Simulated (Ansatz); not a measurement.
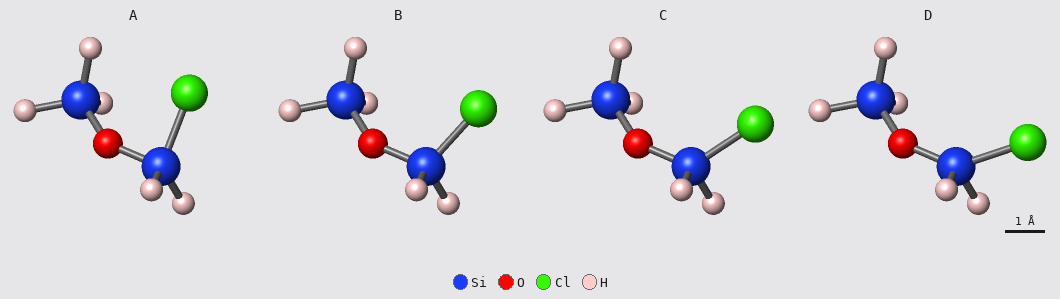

Frames of a one-coordinate scan of Si$_{2}$H$_{5}$OCl. A ball-and-stick model, seen onto the plane of the angle, with a slight tilt.

Computed with Ansatz: CCSD(T), basis def2-TZVPP, on geometries moved rigidly from the minimum at PBE0-D4/def2-TZVP. Coupled cluster with a frozen core. Energies are counted from the PBE0-D4/def2-TZVP minimum geometry at the same level.

Which coordinate changes from frame to frame?

One Cl–Si–O angle is varied, with the rest of the molecule carried along rigidly. In the frames the angle is 87.6° (A), 110.1° (B), 125.1° (C), 140.1° (D). Their energies are 15.6 kcal/mol, 0.0 kcal/mol, 4.6 kcal/mol, 17.6 kcal/mol.
